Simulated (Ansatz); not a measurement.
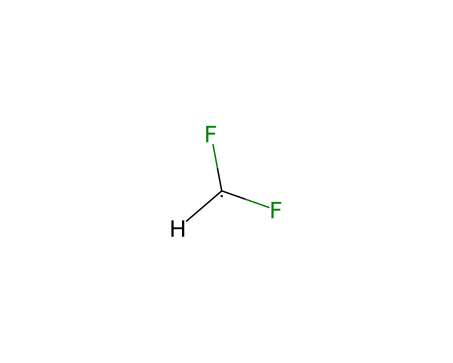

Structural formula above. The species is neutral and a spin doublet. The computed structure is the end point of a PBE0-D4/def2-TZVP optimisation. No frequency run is at hand to confirm it as a minimum.

What does the molecule look like in three dimensions?

Formula CHF2. Its SMILES string is `F[CH]F`. Among its groups: C–F bond. The point group is Cs. It is an open-shell species. Coordination: 1 C trigonal pyramidal.

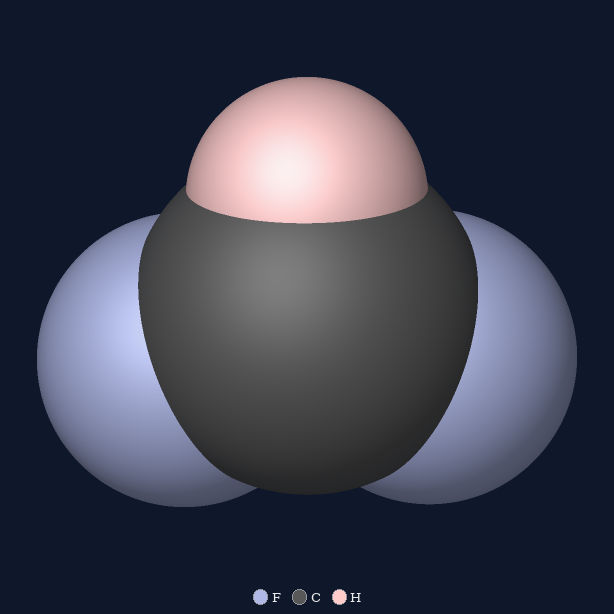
